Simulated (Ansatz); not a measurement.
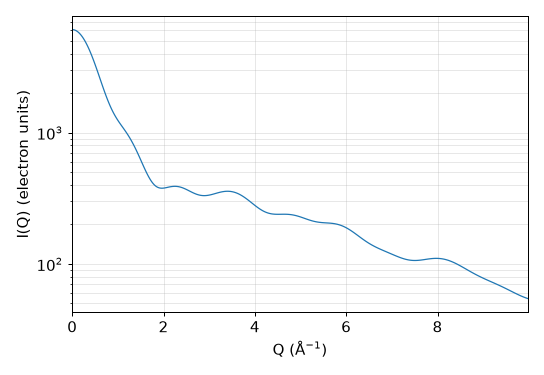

Elastic X-ray scattering of a randomly oriented, rigid molecule, calculated with the Debye equation from neutral-atom form factors (independent atoms, no Compton part, no vibration). The geometry is the end point of an optimisation (RKS B3LYP/def2-SVP in Ansatz); it may be a saddle point or a higher isomer. It contains O, Si, Al, H.

> How many electrons does the independent-atom model of the molecule hold?

I(0) is the square of the electron number: I(0) = 6080, so about 78 electrons, the count of AlH7O2Si3.

> What radius of gyration does the initial fall-off give?

From I(Q) ≈ I(0) exp(−Q²R²/3) at small Q, R ≈ 2.80 Å. It is larger than the electron-weighted radius of the nuclear positions alone (2.70 Å), because each atom's electron cloud adds to it.
